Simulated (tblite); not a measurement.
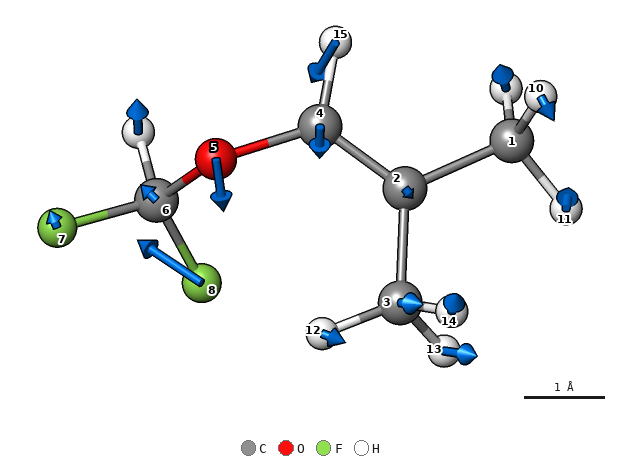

A relaxation of C5H8F2O. The starting structure is drawn; blue arrows show the displacements, at their true length. The two geometries are superimposed by the best rigid fit.

Style: ball-and-stick. Shown from a free direction.

Method: GFN2-xTB geometry optimisation, gas phase in tblite. 

**Describe the change and its energy.**

The atom that moves furthest after the best rigid fit is an F atom (1.12 Å). Largest moves by element: F 1.12 Å, H 0.84 Å, O 0.77 Å, C 0.54 Å. Near-neighbour distances that change, for instance: C–O 1.409 → 1.339 Å, C–F 1.402 → 1.341 Å, C–H 1.132 → 1.089 Å, C–H 1.112 → 1.089 Å. Among the angles between lasting bonds that change: C–C–H 115.6° → 123.3°, O–C–H 107.7° → 114.9°, F–C–F 112.2° → 105.6°. Groups turn about C–O by about 70°, C–C by about 40°, C–O by about 30°. Over 102 geometry steps the energy falls by 13.7 kcal/mol.
